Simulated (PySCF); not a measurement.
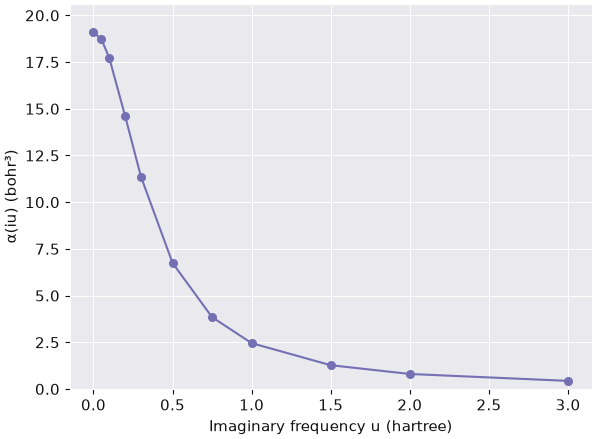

Dipole polarisability at imaginary frequency of an atom or ion with 13 electrons in the configuration [Ne] 3s² 3p. Coupled response at the PBE0 level; PySCF, aug-cc-pV(5+d)Z, non-relativistic, unrestricted single determinants, no spin-orbit coupling.

### Which species is it, and what does the curve give?

Si⁺. The static dipole polarisability is 19.1 bohr³; α(iu) falls to half of it near u = 0.37 hartree. The Casimir–Polder integral gives C₆ = 101 hartree bohr⁶ for two such species.
